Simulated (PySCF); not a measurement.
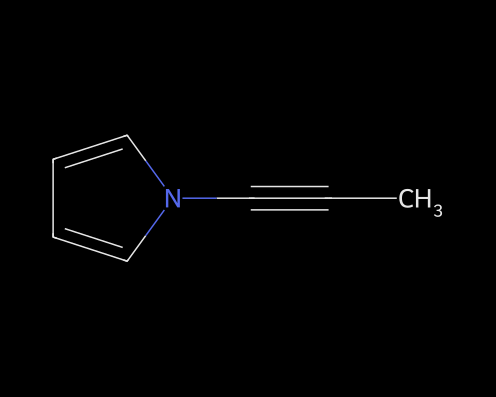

Computed geometry: GFN2-xTB optimisation. No frequency run is at hand to confirm it as a minimum. Level of theory: PBE0/def2-SVPD, gas phase (PySCF 2.14.0). Excitations: vertical, linear response.

**Give the dipole moment at this level.**

1.59 D.

**Give the mean static polarisability at this level.**

90.9 bohr³.

**What is the LUMO energy (Kohn–Sham orbital)?**

0.15 eV.

**What is the HOMO energy (Kohn–Sham orbital)?**

−6.40 eV.
